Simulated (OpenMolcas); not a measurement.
Predicting a hybrid from its neighbours: InSiH4F

InSiH4F has 7 atoms, charge 0, and is taken as a singlet. As SMILES, `[F][InH][SiH3]`. The shape is that of a PBE0-D4/def2-TZVP optimisation.

The vertical energy of the triplet above the singlet y, in eV, basis def2-SVP with a core potential; a is the functional's share of exact exchange. Programs: OpenMolcas 26.06.

| functional | program | a | y (eV) |
| --- | --- | --- | --- |
| BLYP | OpenMolcas | 0 | 3.90 |
| TPSS | OpenMolcas | 0 | 3.95 |
| B3LYP | OpenMolcas | 0.2 | ? |
| PBE0 | OpenMolcas | 0.25 | 4.13 |
| BHLYP | OpenMolcas | 0.5 | 4.39 |

Task: Fit y = c + s·a to the known rows and predict B3LYP.

Result: 
1. Means of the 4 rows: a = 0.1875, y = 4.093.
2. Σ(Δa)² = 0.17188, Σ(Δa·Δy) = 0.15812, so the slope is 0.15812/0.17188 = 0.91994.
3. Intercept: 4.093 − (0.91994) × 0.1875 = 3.921. The largest residual of the fit is 0.029.
4. B3LYP: 3.921 + (0.91994) × 0.2 = 4.10 eV.

The run gave 4.13 eV, so the prediction is off by -0.03 eV, about the largest residual. The rows mix families of semi-local functionals, which the line can't see. Spin-orbit coupling is left out.

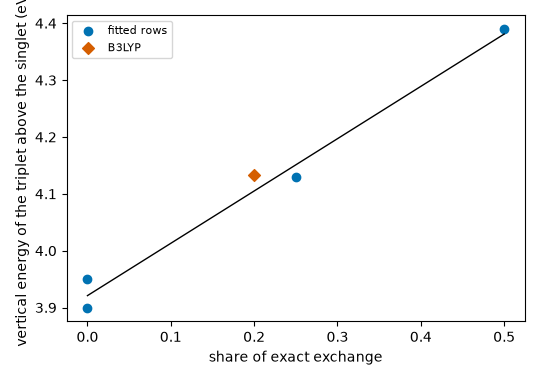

The fitted line, with the withheld row.
